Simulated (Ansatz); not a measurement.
Ag: response to strain

Take Ag in the fcc (Cu type) structure (space group Fm-3m, No. 225; a = 4.105 Å) as the base.

Strains are applied to the cell and any free atomic positions relax.

All numbers come from Kohn–Sham DFT with the r2SCAN functional, run in Ansatz (a first-principles code) with PAW and 500 eV plane waves, no SOC.

Notes on the quantities. energy relative to the base: free energy F.

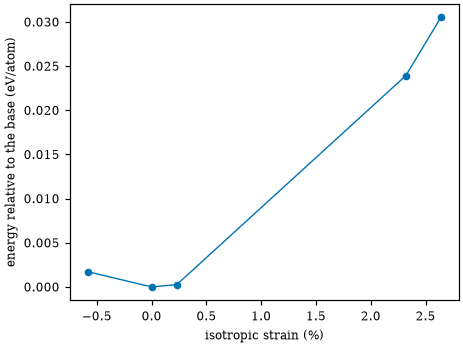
*Energy relative to the base against isotropic strain*

```csv
isotropic strain (%),energy relative to the base
-0.58,+1.7 meV/atom
0.23,+0.3 meV/atom
2.32,+24 meV/atom
2.64,+31 meV/atom
```

No phonon test of stability was made.
